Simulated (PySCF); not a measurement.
# FH₇OSi₃: electronic structure in real space, part 3 of 3

For FH₇OSi₃, the scripts below compute its lowest excited states, pull one bond apart with RHF, UHF and CASSCF and see where an electron leaves and enters.

PySCF 2.14.0; Gaussian basis, gas phase. The steps go on from the part before.

## (6) Removing and adding an electron (TPSS/def2-svpd)

Contents of input.py:

```python
import numpy as np
from pyscf import gto, scf, dft
from pyscf.scf import atom_ks, atom_hf
from scipy.linalg import block_diag

def solve(mol, dm0=None, hcore=None):
    mf = (dft.UKS if mol.spin else dft.RKS)(mol, xc='tpss')
    mf.grids.level = 3
    mf = mf.density_fit(auxbasis='def2-universal-jkfit')
    mf.conv_tol, mf.max_cycle = 1e-8, 80
    if hcore is not None:
        mf.get_hcore = lambda *args: hcore
    mf.kernel(dm0)
    if not mf.converged:
        mf = mf.newton().run(mf.mo_coeff, mf.mo_occ, max_cycle=30)
    assert mf.converged, 'SCF not converged'
    return mf

mol = gto.M(atom='''
F      3.13530     0.00152    -0.07523
Si     1.67275    -0.68477     0.03855
Si     0.15228     1.03284    -0.00735
O     -1.32056     0.36041     0.11974
Si    -2.70320    -0.46029    -0.03914
H      1.68388    -1.63024    -1.08069
H      1.78995    -1.46874     1.27023
H      0.13029     1.81954    -1.24949
H      0.20999     1.97393     1.11937
H     -3.38014     0.05410    -1.22702
H     -3.45053    -0.20409     1.18834
H     -2.34233    -1.87023    -0.19042
''', basis='def2-svpd', charge=0, spin=0, verbose=4)
mf = solve(mol)
out = dict(e0=mf.e_tot, dm0=mf.make_rdm1(), c=mf.mo_coeff, occ=mf.mo_occ, eps=mf.mo_energy)
for name, dq, spin in [('cation', 1, 1), ('anion', -1, 1)]:
    ion = mol.copy().set(charge=mol.charge + dq, spin=spin).build()
    mi = solve(ion)
    if spin and dq > 0 and mol.nao < 130:
        c, _, stable, _ = mi.stability(return_status=True)
        if not stable:
            mi = solve(ion, mi.make_rdm1(c, mi.mo_occ))
    print(name, 'vertical energy change / eV', (mi.e_tot - mf.e_tot) * 27.211386)
    out.update({'e_' + name: mi.e_tot, 'dm_' + name: mi.make_rdm1(), 's2_' + name: mi.spin_square()[0], 'eps_' + name: mi.mo_energy, 'occ_' + name: mi.mo_occ})
# spherically averaged free atoms, for the promolecule
atm = atom_ks.get_atm_nrks(mol, xc='tpss')
pro = block_diag(*[(atm[a[0]][2] * atm[a[0]][3]) @ atm[a[0]][2].T for a in mol._atom])
np.savez('result.npz', pro=pro, **out)
```

Started as:

```console
> OMP_NUM_THREADS=1 python input.py
```

Log:

```text
[ENV] PYSCF_TMPDIR <dir>
[ENV] PYSCF_MAX_MEMORY 1375
[INPUT] verbose = 4
[INPUT] num. atoms = 12
[INPUT] num. electrons = 66
[INPUT] charge = 0
[INPUT] spin (= nelec alpha-beta = 2S) = 0
[INPUT] symmetry False subgroup None
[INPUT] Mole.unit = angstrom
[INPUT] Symbol           X                Y                Z      unit          X                Y                Z       unit  Magmom
[INPUT]  1 F      3.135300000000   0.001520000000  -0.075230000000 AA    5.924858318349   0.002872383709  -0.142164096351 Bohr   0.0
[INPUT]  2 Si     1.672750000000  -0.684770000000   0.038550000000 AA    3.161039374866  -1.294027758318   0.072848942102 Bohr   0.0
[INPUT]  3 Si     0.152280000000   1.032840000000  -0.007350000000 AA    0.287767494249   1.951784730496  -0.013889487016 Bohr   0.0
[INPUT]  4 O     -1.320560000000   0.360410000000   0.119740000000 AA   -2.495496731056   0.681076192554   0.226275806155 Bohr   0.0
[INPUT]  5 Si    -2.703200000000  -0.460290000000  -0.039140000000 AA   -5.108307659924  -0.869822037876  -0.073963880515 Bohr   0.0
[INPUT]  6 H      1.683880000000  -1.630240000000  -1.080690000000 AA    3.182072026633  -3.080707117311  -2.042208125556 Bohr   0.0
[INPUT]  7 H      1.789950000000  -1.468740000000   1.270230000000 AA    3.382515276665  -2.775516348194   2.400386815206 Bohr   0.0
[INPUT]  8 H      0.130290000000   1.819540000000  -1.249490000000 AA    0.246212416770   3.438432272691  -2.361193895383 Bohr   0.0
[INPUT]  9 H      0.209990000000   1.973930000000   1.119370000000 AA    0.396823588897   3.730187089063   2.115302732054 Bohr   0.0
[INPUT] 10 H     -3.380140000000   0.054100000000  -1.227020000000 AA   -6.387538862687   0.102234183339  -2.318731749364 Bohr   0.0
[INPUT] 11 H     -3.450530000000  -0.204090000000   1.188340000000 AA   -6.520556684595  -0.385674204762   2.245637142866 Bohr   0.0
[INPUT] 12 H     -2.342330000000  -1.870230000000  -0.190420000000 AA   -4.426362193352  -3.534222489945  -0.359841648640 Bohr   0.0

nuclear repulsion = 359.462033430748
number of shells = 76
number of NR pGTOs = 262
number of NR cGTOs = 174
basis = def2-svpd
ecp = {}

******** <class 'pyscf.df.df_jk.DFRKS'> ********
method = DFRKS
initial guess = minao
damping factor = 0
level_shift factor = 0
DIIS = <class 'pyscf.scf.diis.CDIIS'>
diis_start_cycle = 1
diis_space = 8
diis_damp = 0
SCF conv_tol = 1e-08
SCF conv_tol_grad = None
SCF max_cycles = 80
direct_scf = False
XC library pyscf.dft.libxc version 7.0.0
    S. Lehtola, C. Steigemann, M. J.T. Oliveira, and M. A.L. Marques.,  SoftwareX 7, 1–5 (2018)
XC functionals = tpss
    J. Tao, J. P. Perdew, V. N. Staroverov, and G. E. Scuseria.,  Phys. Rev. Lett. 91, 146401 (2003)
    J. P. Perdew, J. Tao, V. N. Staroverov, and G. E. Scuseria.,  J. Chem. Phys. 120, 6898 (2004)
    J. Tao, J. P. Perdew, V. N. Staroverov, and G. E. Scuseria.,  Phys. Rev. Lett. 91, 146401 (2003)
    J. P. Perdew, J. Tao, V. N. Staroverov, and G. E. Scuseria.,  J. Chem. Phys. 120, 6898 (2004)
radial grids:
    Treutler-Ahlrichs [JCP 102, 346 (1995); DOI:10.1063/1.469408] (M4) radial grids

becke partition: Becke, JCP 88, 2547 (1988); DOI:10.1063/1.454033
pruning grids: <function nwchem_prune at 0x7f77d814bd80>
grids dens level: 3
symmetrized grids: False
atomic radii adjust function: <function treutler_atomic_radii_adjust at 0x7f77d818c2c0>
small_rho_cutoff = 0
Set gradient conv threshold to 0.0001
Initial guess from minao.
tot grids = 154544
init E= -1047.67403471768
[... the frontier-level lines of each cycle are left out ...]
cycle= 1 E= -1047.38568134031  delta_E= 0.288  |g|= 0.975  |ddm|= 4.12
cycle= 2 E= -1046.52484039347  delta_E= 0.861  |g|= 2.27  |ddm|= 2.96
cycle= 3 E= -1047.55427250312  delta_E= -1.03  |g|= 0.142  |ddm|=  2.2
cycle= 4 E= -1047.55537958583  delta_E= -0.00111  |g|= 0.152  |ddm|= 0.481
cycle= 5 E= -1047.55974088223  delta_E= -0.00436  |g|= 0.0243  |ddm|= 0.16
cycle= 6 E= -1047.5598830991  delta_E= -0.000142  |g|= 0.00324  |ddm|= 0.0405
cycle= 7 E= -1047.55988678444  delta_E= -3.69e-06  |g|= 0.00078  |ddm|= 0.0086
cycle= 8 E= -1047.5598869776  delta_E= -1.93e-07  |g|= 0.000169  |ddm|= 0.00174
cycle= 9 E= -1047.55988698653  delta_E= -8.93e-09  |g|= 3.11e-05  |ddm|= 0.000433
Extra cycle  E= -1047.55988698661  delta_E= -7.98e-11  |g|= 2.71e-05  |ddm|= 0.000118
converged SCF energy = -1047.55988698661

******** <class 'pyscf.df.df_jk.DFUKS'> ********
method = DFUKS
initial guess = minao
damping factor = 0
level_shift factor = 0
DIIS = <class 'pyscf.scf.diis.CDIIS'>
diis_start_cycle = 1
diis_space = 8
diis_damp = 0
SCF conv_tol = 1e-08
SCF conv_tol_grad = None
SCF max_cycles = 80
direct_scf = False
number electrons alpha = 33  beta = 32
XC library pyscf.dft.libxc version 7.0.0
    S. Lehtola, C. Steigemann, M. J.T. Oliveira, and M. A.L. Marques.,  SoftwareX 7, 1–5 (2018)
XC functionals = tpss
    J. Tao, J. P. Perdew, V. N. Staroverov, and G. E. Scuseria.,  Phys. Rev. Lett. 91, 146401 (2003)
    J. P. Perdew, J. Tao, V. N. Staroverov, and G. E. Scuseria.,  J. Chem. Phys. 120, 6898 (2004)
    J. Tao, J. P. Perdew, V. N. Staroverov, and G. E. Scuseria.,  Phys. Rev. Lett. 91, 146401 (2003)
    J. P. Perdew, J. Tao, V. N. Staroverov, and G. E. Scuseria.,  J. Chem. Phys. 120, 6898 (2004)
radial grids:
    Treutler-Ahlrichs [JCP 102, 346 (1995); DOI:10.1063/1.469408] (M4) radial grids

becke partition: Becke, JCP 88, 2547 (1988); DOI:10.1063/1.454033
pruning grids: <function nwchem_prune at 0x7f77d814bd80>
grids dens level: 3
symmetrized grids: False
atomic radii adjust function: <function treutler_atomic_radii_adjust at 0x7f77d818c2c0>
small_rho_cutoff = 0
Set gradient conv threshold to 0.0001
tot grids = 154544
init E= -1047.67403471768


cycle= 1 E= -1046.98199598525  delta_E= 0.692  |g|= 0.696  |ddm|=  2.9
cycle= 2 E= -1045.33147257039  delta_E= 1.65  |g|= 1.97  |ddm|= 2.74
cycle= 3 E= -1047.13083924899  delta_E= -1.8  |g|= 0.375  |ddm|= 2.27
cycle= 4 E= -1047.14350944842  delta_E= -0.0127  |g|= 0.369  |ddm|= 0.793
cycle= 5 E= -1047.20050887399  delta_E= -0.057  |g|= 0.0545  |ddm|= 0.406
cycle= 6 E= -1047.19771688589  delta_E= 0.00279  |g|= 0.0715  |ddm|= 0.263
cycle= 7 E= -1047.20390319735  delta_E= -0.00619  |g|= 0.00986  |ddm|= 0.172
...
******** <class 'pyscf.scf.atom_ks.AtomSphAverageRKS'> ********
method = AtomSphAverageRKS
initial guess = vsap
damping factor = 0
level_shift factor = 0
diis_start_cycle = 1
diis_space = 12
SCF conv_tol = 1e-09
SCF conv_tol_grad = None
SCF max_cycles = 50
direct_scf = True
direct_scf_tol = 1e-13
XC library pyscf.dft.libxc version 7.0.0
    S. Lehtola, C. Steigemann, M. J.T. Oliveira, and M. A.L. Marques.,  SoftwareX 7, 1–5 (2018)
XC functionals = tpss
    J. Tao, J. P. Perdew, V. N. Staroverov, and G. E. Scuseria.,  Phys. Rev. Lett. 91, 146401 (2003)
    J. P. Perdew, J. Tao, V. N. Staroverov, and G. E. Scuseria.,  J. Chem. Phys. 120, 6898 (2004)
    J. Tao, J. P. Perdew, V. N. Staroverov, and G. E. Scuseria.,  Phys. Rev. Lett. 91, 146401 (2003)
    J. P. Perdew, J. Tao, V. N. Staroverov, and G. E. Scuseria.,  J. Chem. Phys. 120, 6898 (2004)
radial grids:
    Treutler-Ahlrichs [JCP 102, 346 (1995); DOI:10.1063/1.469408] (M4) radial grids

becke partition: Becke, JCP 88, 2547 (1988); DOI:10.1063/1.454033
pruning grids: <function nwchem_prune at 0x7f77d814bd80>
grids dens level: 3
symmetrized grids: False
atomic radii adjust function: <function treutler_atomic_radii_adjust at 0x7f77d818c2c0>
User specified grid scheme (100, 434)
small_rho_cutoff = 0
Set gradient conv threshold to 3.16228e-05
tot grids = 25232
init E= 259.847357559769
cycle= 1 E= 259.84841027504  delta_E= 0.00105  |g|=    0  |ddm|= 0.23
cycle= 2 E= 259.852847632767  delta_E= 0.00444  |g|=    0  |ddm|= 0.25
cycle= 3 E= 259.840454384865  delta_E= -0.0124  |g|=    0  |ddm|= 0.125
cycle= 4 E= 259.840498888208  delta_E= 4.45e-05  |g|=    0  |ddm|= 0.0277
cycle= 5 E= 259.840351781983  delta_E= -0.000147  |g|=    0  |ddm|= 0.0139
cycle= 6 E= 259.840352228722  delta_E= 4.47e-07  |g|=    0  |ddm|= 0.00275
cycle= 7 E= 259.840350783066  delta_E= -1.45e-06  |g|=    0  |ddm|= 0.00137
cycle= 8 E= 259.840350787563  delta_E= 4.5e-09  |g|=    0  |ddm|= 0.000276
cycle= 9 E= 259.840350772991  delta_E= -1.46e-08  |g|=    0  |ddm|= 0.000163
cycle= 10 E= 259.840350773079  delta_E= 8.71e-11  |g|=    0  |ddm|= 3.04e-05
Extra cycle  E= 259.840350773165  delta_E= 8.69e-11  |g|=    0  |ddm|= 3.84e-05
Atomic HF for atom  F  converged. SCF energy = 259.840350773165

******** <class 'pyscf.scf.atom_ks.AtomSphAverageRKS'> ********
method = AtomSphAverageRKS
initial guess = vsap
damping factor = 0
level_shift factor = 0
diis_start_cycle = 1
diis_space = 12
SCF conv_tol = 1e-09
SCF conv_tol_grad = None
SCF max_cycles = 50
direct_scf = True
direct_scf_tol = 1e-13
XC library pyscf.dft.libxc version 7.0.0
    S. Lehtola, C. Steigemann, M. J.T. Oliveira, and M. A.L. Marques.,  SoftwareX 7, 1–5 (2018)
XC functionals = tpss
    J. Tao, J. P. Perdew, V. N. Staroverov, and G. E. Scuseria.,  Phys. Rev. Lett. 91, 146401 (2003)
    J. P. Perdew, J. Tao, V. N. Staroverov, and G. E. Scuseria.,  J. Chem. Phys. 120, 6898 (2004)
    J. Tao, J. P. Perdew, V. N. Staroverov, and G. E. Scuseria.,  Phys. Rev. Lett. 91, 146401 (2003)
    J. P. Perdew, J. Tao, V. N. Staroverov, and G. E. Scuseria.,  J. Chem. Phys. 120, 6898 (2004)
radial grids:
    Treutler-Ahlrichs [JCP 102, 346 (1995); DOI:10.1063/1.469408] (M4) radial grids

becke partition: Becke, JCP 88, 2547 (1988); DOI:10.1063/1.454033
pruning grids: <function nwchem_prune at 0x7f77d814bd80>
grids dens level: 3
symmetrized grids: False
atomic radii adjust function: <function treutler_atomic_radii_adjust at 0x7f77d818c2c0>
User specified grid scheme (100, 434)
small_rho_cutoff = 0
Set gradient conv threshold to 3.16228e-05
tot grids = 24008
init E= 70.2099267093175
cycle= 1 E= 70.2077485173571  delta_E= -0.00218  |g|=    0  |ddm|= 0.579
cycle= 2 E= 70.2076727198927  delta_E= -7.58e-05  |g|=    0  |ddm|= 0.0729
cycle= 3 E= 70.2076612360773  delta_E= -1.15e-05  |g|=    0  |ddm|= 0.0249
cycle= 4 E= 70.2076594471662  delta_E= -1.79e-06  |g|=    0  |ddm|= 0.00983
cycle= 5 E= 70.2076591677753  delta_E= -2.79e-07  |g|=    0  |ddm|= 0.00387
cycle= 6 E= 70.207659124142  delta_E= -4.36e-08  |g|=    0  |ddm|= 0.00153
cycle= 7 E= 70.2076591173272  delta_E= -6.81e-09  |g|=    0  |ddm|= 0.000605
cycle= 8 E= 70.2076591161413  delta_E= -1.19e-09  |g|=    0  |ddm|= 0.000129
cycle= 9 E= 70.207659116128  delta_E= -1.32e-11  |g|=    0  |ddm|= 8.01e-05
Extra cycle  E= 70.2076591160755  delta_E= -5.25e-11  |g|=    0  |ddm|= 5.32e-05
Atomic HF for atom  Si  converged. SCF energy = 70.2076591160755

******** <class 'pyscf.scf.atom_ks.AtomSphAverageRKS'> ********
method = AtomSphAverageRKS
initial guess = vsap
damping factor = 0
level_shift factor = 0
diis_start_cycle = 1
diis_space = 12
SCF conv_tol = 1e-09
SCF conv_tol_grad = None
SCF max_cycles = 50
direct_scf = True
direct_scf_tol = 1e-13
XC library pyscf.dft.libxc version 7.0.0
    S. Lehtola, C. Steigemann, M. J.T. Oliveira, and M. A.L. Marques.,  SoftwareX 7, 1–5 (2018)
XC functionals = tpss
    J. Tao, J. P. Perdew, V. N. Staroverov, and G. E. Scuseria.,  Phys. Rev. Lett. 91, 146401 (2003)
    J. P. Perdew, J. Tao, V. N. Staroverov, and G. E. Scuseria.,  J. Chem. Phys. 120, 6898 (2004)
    J. Tao, J. P. Perdew, V. N. Staroverov, and G. E. Scuseria.,  Phys. Rev. Lett. 91, 146401 (2003)
    J. P. Perdew, J. Tao, V. N. Staroverov, and G. E. Scuseria.,  J. Chem. Phys. 120, 6898 (2004)
radial grids:
    Treutler-Ahlrichs [JCP 102, 346 (1995); DOI:10.1063/1.469408] (M4) radial grids

becke partition: Becke, JCP 88, 2547 (1988); DOI:10.1063/1.454033
pruning grids: <function nwchem_prune at 0x7f77d814bd80>
grids dens level: 3
symmetrized grids: False
atomic radii adjust function: <function treutler_atomic_radii_adjust at 0x7f77d818c2c0>
User specified grid scheme (100, 434)
small_rho_cutoff = 0
Set gradient conv threshold to 3.16228e-05
tot grids = 24752
init E= 284.536459806076
cycle= 1 E= 284.535848833704  delta_E= -0.000611  |g|=    0  |ddm|= 0.213
cycle= 2 E= 284.536836136411  delta_E= 0.000987  |g|=    0  |ddm|= 0.195
cycle= 3 E= 284.531206694573  delta_E= -0.00563  |g|=    0  |ddm|= 0.0971
cycle= 4 E= 284.531207899153  delta_E= 1.2e-06  |g|=    0  |ddm|= 0.00833
cycle= 5 E= 284.531197932452  delta_E= -9.97e-06  |g|=    0  |ddm|= 0.00417
cycle= 6 E= 284.531197933814  delta_E= 1.36e-09  |g|=    0  |ddm|= 0.000276
cycle= 7 E= 284.531197922903  delta_E= -1.09e-08  |g|=    0  |ddm|= 0.000148
cycle= 8 E= 284.531197922891  delta_E= -1.28e-11  |g|=    0  |ddm|= 3.55e-06
Extra cycle  E= 284.531197922891  delta_E= 2.27e-13  |g|=    0  |ddm|= 3.23e-06
Atomic HF for atom  O  converged. SCF energy = 284.531197922891

******** <class 'pyscf.scf.atom_ks.AtomSphAverageRKS'> ********
method = AtomSphAverageRKS
initial guess = vsap
damping factor = 0
level_shift factor = 0
diis_start_cycle = 1
diis_space = 12
SCF conv_tol = 1e-09
SCF conv_tol_grad = None
SCF max_cycles = 50
direct_scf = True
direct_scf_tol = 1e-13
XC library pyscf.dft.libxc version 7.0.0
    S. Lehtola, C. Steigemann, M. J.T. Oliveira, and M. A.L. Marques.,  SoftwareX 7, 1–5 (2018)
XC functionals = tpss
    J. Tao, J. P. Perdew, V. N. Staroverov, and G. E. Scuseria.,  Phys. Rev. Lett. 91, 146401 (2003)
    J. P. Perdew, J. Tao, V. N. Staroverov, and G. E. Scuseria.,  J. Chem. Phys. 120, 6898 (2004)
    J. Tao, J. P. Perdew, V. N. Staroverov, and G. E. Scuseria.,  Phys. Rev. Lett. 91, 146401 (2003)
    J. P. Perdew, J. Tao, V. N. Staroverov, and G. E. Scuseria.,  J. Chem. Phys. 120, 6898 (2004)
radial grids:
    Treutler-Ahlrichs [JCP 102, 346 (1995); DOI:10.1063/1.469408] (M4) radial grids

becke partition: Becke, JCP 88, 2547 (1988); DOI:10.1063/1.454033
pruning grids: <function nwchem_prune at 0x7f77d814bd80>
grids dens level: 3
symmetrized grids: False
atomic radii adjust function: <function treutler_atomic_radii_adjust at 0x7f77d818c2c0>
User specified grid scheme (100, 434)
small_rho_cutoff = 0
Set gradient conv threshold to 3.16228e-05
tot grids = 26240
init E= 359.014759218266
cycle= 1 E= 359.004675880173  delta_E= -0.0101  |g|=    0  |ddm|= 0.24
cycle= 2 E= 359.004671224174  delta_E= -4.66e-06  |g|=    0  |ddm|= 0.00527
cycle= 3 E= 359.004671204076  delta_E= -2.01e-08  |g|=    0  |ddm|= 0.000346
cycle= 4 E= 359.004671203991  delta_E= -8.45e-11  |g|=    0  |ddm|= 2.24e-05
Extra cycle  E= 359.004671203991  delta_E= -3.41e-13  |g|=    0  |ddm|= 1.45e-06
Atomic HF for atom  H  converged. SCF energy = 359.004671203991
```

Run time: 7.7 min. Hardware: 1 thread of Intel Xeon at 2.50GHz (Skylake/Cascade Lake), shared host; peak memory 0.87 GiB.

## (7) Analysis of result.npz

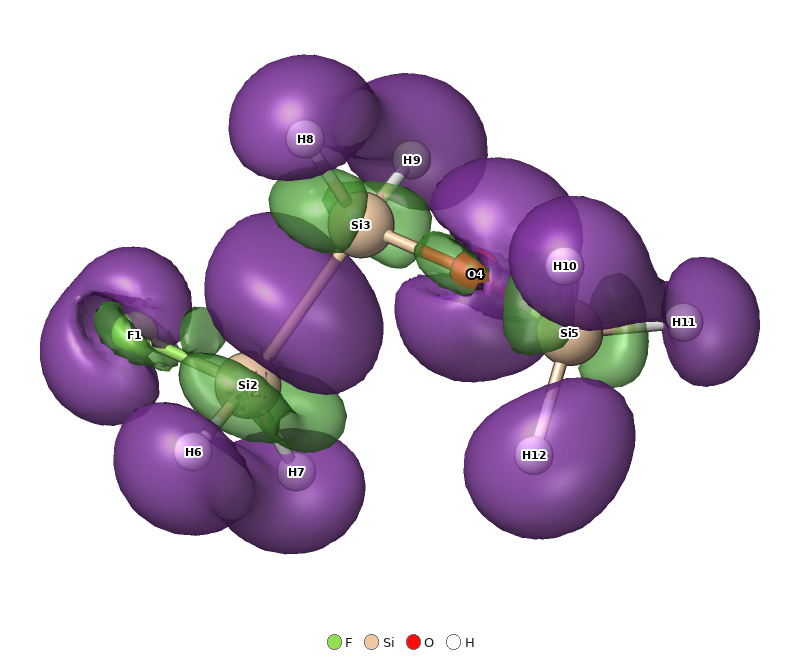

Fukui function f⁻ = ρ(N) − ρ(N−1) at fixed geometry, surfaces at ±0.01 e/Å³ (purple positive, green negative).

> Which atoms respond most to the removal of an electron?

f⁻ (Hirshfeld-condensed), largest first: Si2 (0.14), Si3 (0.13) and O4 (0.11); the vertical ionisation energy is 9.68 eV. Orbital relaxation makes it negative in places (0.16 e in all).

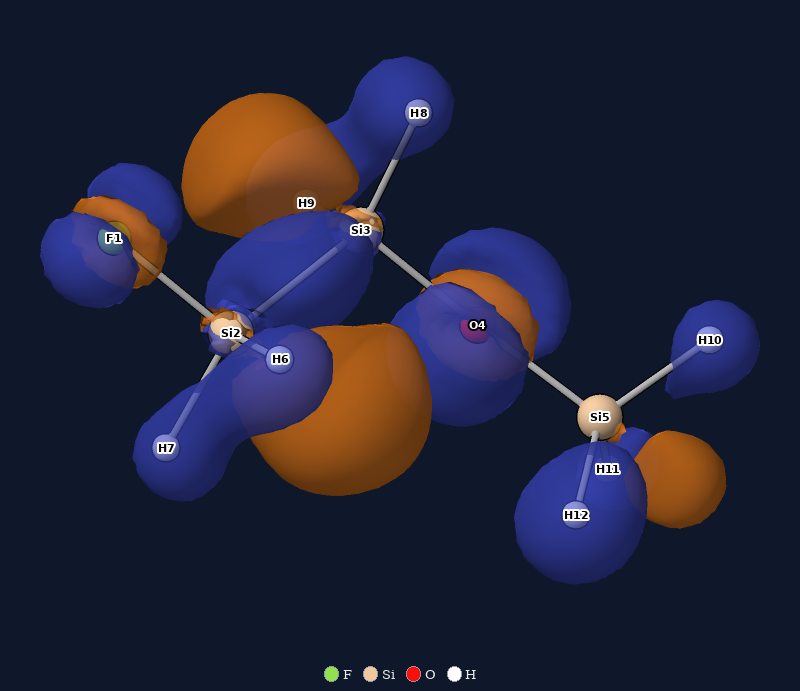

Dual descriptor f⁺ − f⁻ at ±0.015 e/Å³ (orange positive, blue negative).

> Which atoms come out as electrophilic, and which as nucleophilic?

Electrophilic (positive): Si2 (+0.09) and Si3 (+0.06). Nucleophilic (negative): O4 (−0.09) and H12 (−0.04). f⁻ (Hirshfeld-condensed), largest first: Si2 (0.14), Si3 (0.13) and O4 (0.11); the vertical ionisation energy is 9.68 eV. f⁺ (Hirshfeld-condensed), largest first: Si2 (0.23), Si3 (0.19) and Si5 (0.14); the vertical electron affinity is −0.19 eV (negative: the extra electron isn't bound in the gas phase and is held by the finite basis).

| atom | f⁻ | f⁺ | charge |
| --- | --- | --- | --- |
| F1 | +0.09 | +0.07 | −0.21 |
| Si2 | +0.14 | +0.23 | +0.34 |
| Si3 | +0.13 | +0.19 | +0.34 |
| O4 | +0.11 | +0.03 | −0.29 |
| Si5 | +0.10 | +0.14 | +0.40 |
| H6 | +0.06 | +0.06 | −0.08 |
| H7 | +0.06 | +0.06 | −0.08 |
| H8 | +0.07 | +0.06 | −0.08 |
| H9 | +0.07 | +0.06 | −0.08 |
| H10 | +0.05 | +0.04 | −0.08 |
| H11 | +0.05 | +0.04 | −0.08 |
| H12 | +0.08 | +0.04 | −0.09 |

## (8) Summary of results

This closing draws on all 3 parts.

```
                                             quantity           value
            lowest singlet excitation (B3LYP/6-31+g*)         5.47 eV
cost of the stretch to 4.0 Å, CASSCF and RHF (6-31g*)  3.6 and 6.7 eV
          vertical ionisation energy (TPSS/def2-svpd)         9.68 eV
          vertical electron affinity (TPSS/def2-svpd)        -0.19 eV
```

RHF rises too steeply at long distance, since it keeps both electrons in one orbital and so mixes in ionic fragments. The ionisation energy from two SCF runs, 9.68 eV, lies 2.6 eV above −ε(HOMO) = 7.05 eV of the same level, TPSS/def2-svpd, since self-interaction lifts this functional's HOMO. All values hold at the given geometry, in the gas phase.
